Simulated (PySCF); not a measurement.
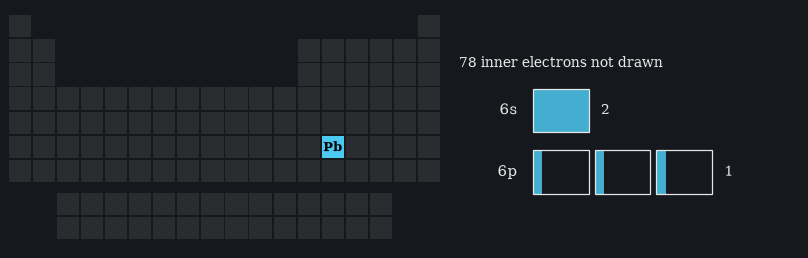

*Left, the place of lead in the periodic table; right, the outer shells of the nominal configuration: a box for each of the 2l + 1 orbitals, shaded by the share of the shell that is filled, with the electron count at the right.*

Atomic calculation, with input and output: Pb⁺

Pb⁺, configuration 1s2 2s2 2p6 3s2 3p6 3d10 4s2 4p6 4d10 4f14 5s2 5p6 5d10 6s2 6p1, multiplicity 2. Computed at this level: unrestricted HF, aug-cc-pVTZ-PP with ECP60, scalar-relativistic core potential (PySCF).

**Summary**

- outcome: converged
- total energy (valence electrons, under a core potential): −191.594417 hartree
- ⟨S²⟩: 0.757
- ⟨L²⟩: 2.02
- static polarisability: 28.8 bohr³
- C₆ of the like pair: 246 hartree bohr⁶
- SCF iterations: 6
- hardware: 1 CPU thread, shared host
- CPU time: 3.6 s (integrals apart)

**Input**
```python
from pyscf import gto, scf, dft, mp, cc
mol = gto.M(atom="Pb 0 0 0", charge=1, spin=1, symmetry="D2h",
            basis="aug-cc-pVTZ-PP",
            ecp="aug-cc-pVTZ-PP")
mf = scf.UHF(mol)
mf.irrep_nelec = {'Ag': (4, 4), 'B1g': (1, 1), 'B2g': (1, 1), 'B3g': (1, 1), 'B1u': (1, 1), 'B2u': (2, 1), 'B3u': (1, 1)}
mf.kernel()
```

The script is an equivalent of what the driver set up; the driver started from orbitals of its own, so the log can be shorter than this script's would be, and it computed the properties (radii, ⟨L²⟩, response) afterwards. It held the occupations shell by shell, which the script's counts by irreducible representation don't always enforce.

**The program's output (extracts)**
```
damping factor = 0
level_shift factor = 0
DIIS = <class 'pyscf.scf.diis.CDIIS'>
diis_start_cycle = 1
diis_space = 10
diis_damp = 0
SCF conv_tol = 1e-09
SCF conv_tol_grad = None
number electrons alpha = 11  beta = 10
cycle= 1 E= -191.594133283047  delta_E= -0.00223  |g|= 0.0148  |ddm|= 0.0878
cycle= 2 E= -191.594379591297  delta_E= -0.000246  |g|= 0.00519  |ddm|= 0.0304
cycle= 3 E= -191.594416230559  delta_E= -3.66e-05  |g|= 0.000393  |ddm|= 0.0191
cycle= 4 E= -191.594416510256  delta_E= -2.8e-07  |g|= 7.72e-05  |ddm|= 0.00293
cycle= 5 E= -191.594416516592  delta_E= -6.34e-09  |g|= 2.12e-05  |ddm|= 0.000436
cycle= 6 E= -191.594416517202  delta_E= -6.1e-10  |g|= 3.96e-06  |ddm|= 0.000159
converged SCF energy = -191.594416517202  <S^2> = 0.75740621  2S+1 = 2.0073925
```

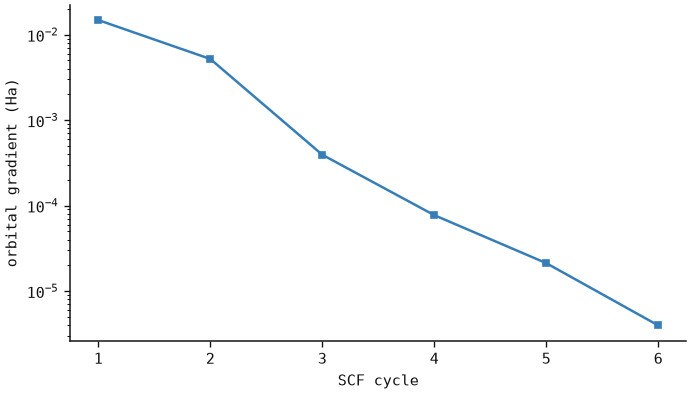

*Convergence: orbital gradient against the SCF cycle.*

The residual falls at every step. It goes from 0.015 to 4.0×10⁻⁶ in 6 steps.

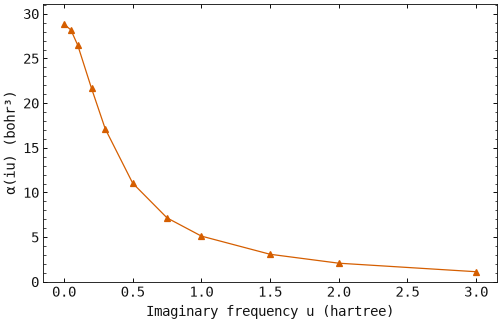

*Dipole polarisability at imaginary frequency of Pb⁺ ([Xe] 4f¹⁴ 5d¹⁰ 6s² 6p). Coupled response at the HF level; PySCF, aug-cc-pVTZ-PP with a 60-electron core potential, unrestricted single determinants, no spin-orbit coupling.*

The static dipole polarisability is 28.8 bohr³; α(iu) falls to half of it near u = 0.38 hartree. The Casimir–Polder integral gives C₆ = 246 hartree bohr⁶ for two such species.

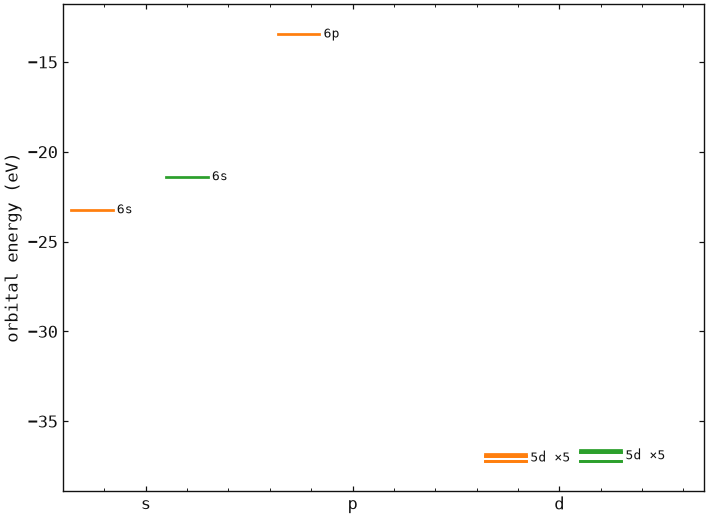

*Orbital energies of the mean field, from the top down to −37.2 eV, by angular momentum, α spin at the left of each column and β at the right; ×n counts the orbitals under one label.*

The highest filled orbital is 6p α at −13.5 eV, the lowest empty one p α at −6.24 eV.

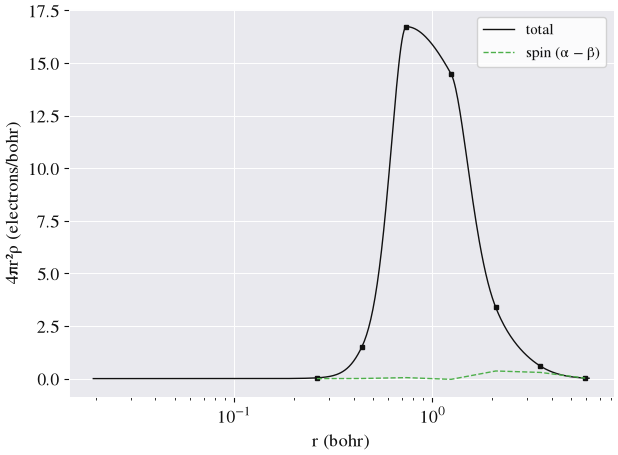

*Spherically averaged radial density 4πr²ρ of the mean field (valence electrons alone, under a core potential) and its spin part; markers are the stored points, which are sparse, and the line is a monotone interpolation between them.*

The largest stored value is 16.7 electrons/bohr at r = 0.74 bohr. Root-mean-square radii of the shells: 5s 0.925, 5p 1.05, 5d 1.39, 6s 2.46, 6p 3.25 bohr.
